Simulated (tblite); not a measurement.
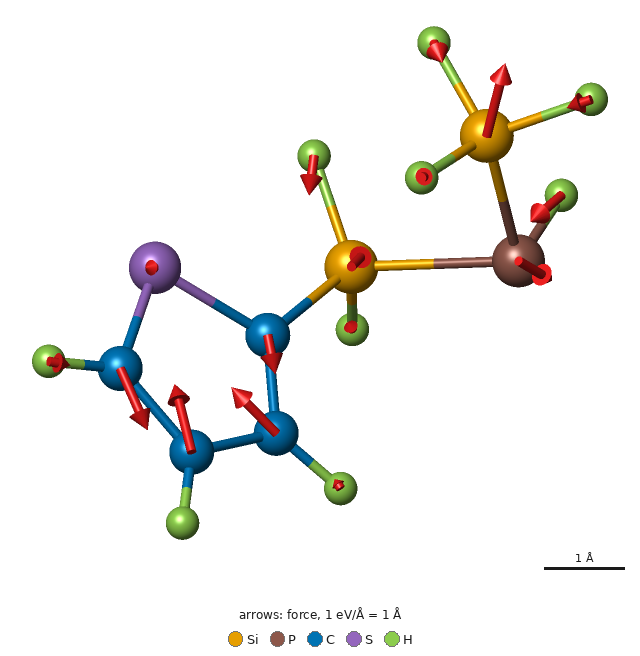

Starting geometry of C$_{4}$H$_{9}$PSSi$_{2}$ with the computed forces as red arrows. The picture is a ball-and-stick view, seen from a free direction.

Computed with GFN2-xTB geometry optimisation, gas phase in tblite 0.8.0. 

Is this structure relaxed? If not, where do the atoms go?

Answer. It isn't relaxed: the largest force vector, on a Si atom, is 1.04 eV/Å. The final displacements have little in common with the starting forces (cosine between the two patterns 0.13). The energy falls by 4.34 kcal/mol in 150 geometry steps. An H atom moves most after the best rigid fit: 1.39 Å. Largest moves by element: H 1.39 Å, S 1.12 Å, C 0.68 Å, Si 0.36 Å, P 0.24 Å. Among the contacts that change: H–P 1.420 → 1.378 Å, P–Si 2.194 → 2.230 Å, H–Si 1.497 → 1.470 Å, H–Si 1.485 → 1.462 Å. Among the angles between lasting bonds that change: Si–P–Si 94.9° → 102.8°, P–Si–H 109.4° → 114.9°, Si–C–S 116.1° → 120.7°. Groups turn about C–Si by about 45°. Cost: 2.7 s on 1 thread of Arm Neoverse N1, on a shared host.
